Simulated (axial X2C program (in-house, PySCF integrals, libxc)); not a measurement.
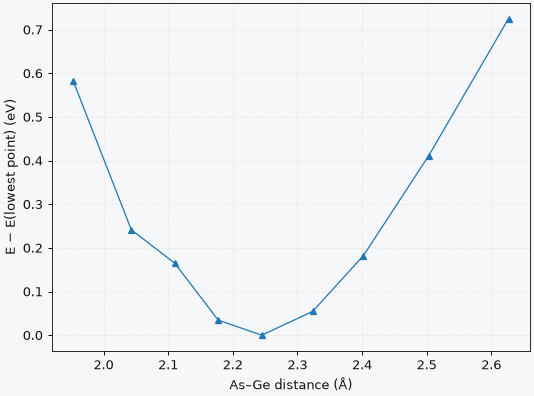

Energy at 9 bond lengths, for one set of occupations held fixed; the line joins the points. The lowest point is at 2.25 Å; the points are too few or too rough near it for spectroscopic constants. The lowest point lies 2.87 eV below As + Ge.

# AsGe: relativistic diatomic calculation

AsGe, single determinant with Ω = 1/2 (not the lowest found). Computed at this level: PBE0, two-component X2C with atomic mean-field Coulomb and Gaunt terms, As dyall-cv3z, Ge dyall-cv3z (cores contracted) (axial X2C program (in-house, PySCF integrals, libxc)).

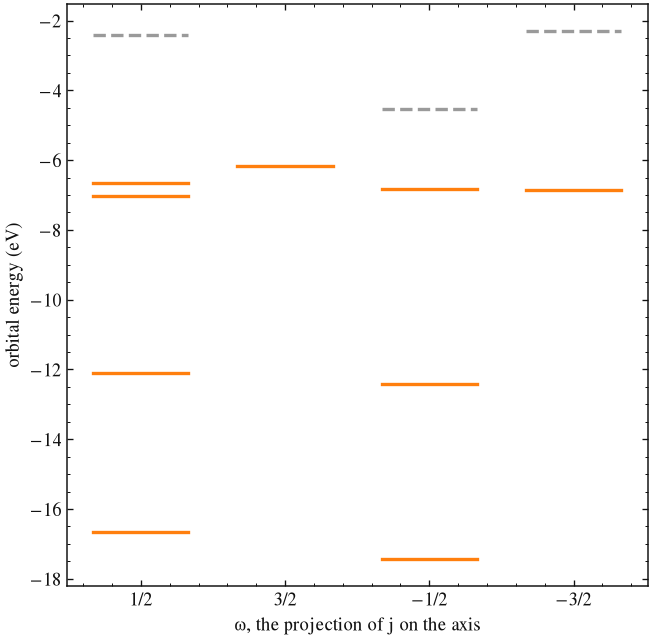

Orbital energies near the frontier at 2.25 Å, filled (solid) and empty (dashed). The highest filled spinor (3/2; 56 % As p, 39 % Ge p) lies at −6.18 eV, the lowest empty one (−1/2; 53 % As p, 43 % Ge p) at −4.52 eV.

These pictures come from the run below.

**The input**
```
{"zs": [33, 32], "q": 0, "bas": ["dyall-cv3z", "dyall-cv3z"], "levels": ["PBE0", "HF", "TPSS"], "cc": true, "r0": 2.42, "thr": -1.0, "nmax": 90, "npts": 10, "nst": 2, "ntry": 6}
```

The line is the task of a batch: nuclear charges, charge, bases, the levels to run, a first guess of the distance and further settings. This report covers PBE0 with spin-orbit coupling. The log is that of the reference distance 2.245 Å, started from orbitals converged before.

Launched within a batch (the task file carries these settings):
```bash
python <driver script> task.json out
```

**The program's output**
```
two-component X2C + atomic mean field  PBE0
basis functions 211  fitting functions 1204  grid points 5802
iter        total energy     max residual
   1      -4357.735503362     7.32e-06
   2      -4357.735503367     4.60e-06
   3      -4357.735503369     4.41e-06
   4      -4357.735503373     2.33e-06
   5      -4357.735503374     7.38e-07
converged
one-electron -6563.13308784  Coulomb 2122.02380515  exact exchange -40.26310445  xc functional -123.75050041  nuclear repulsion 248.91364576  atomic mean-field constant -1.52626158
```

**The points of the curve**

| R (Å) | E (hartree) | dipole (D; origin at the first atom, positive when the second is positive) | highest filled (eV) | lowest empty (eV) |
| --- | --- | --- | --- | --- |
| 1.953 | −4357.714115 | 1.03 | −6.82 | −4.59 |
| 2.043 | −4357.726626 | 1.15 | −6.64 | −4.68 |
| 2.110 | −4357.729450 | 0.73 | −6.51 | −4.78 |
| 2.178 | −4357.734240 | 0.86 | −6.33 | −4.64 |
| 2.245 | −4357.735503 | 1.03 | −6.18 | −4.52 |
| 2.324 | −4357.733503 | 1.21 | −6.02 | −4.40 |
| 2.402 | −4357.728807 | 1.38 | −5.87 | −4.29 |
| 2.503 | −4357.720388 | 1.51 | −5.72 | −4.17 |
| 2.627 | −4357.708853 | 1.56 | −5.63 | −4.07 |

**Key numbers**

- outcome: converged
- hardware: 1 thread of Arm Neoverse V2, 24 GiB of memory available, shared host
- wall time: 13 s
- peak memory: 0.64 GiB

**Notes**

Caveats: curve is not smooth near the minimum; 9 of the 10 points asked for were kept.
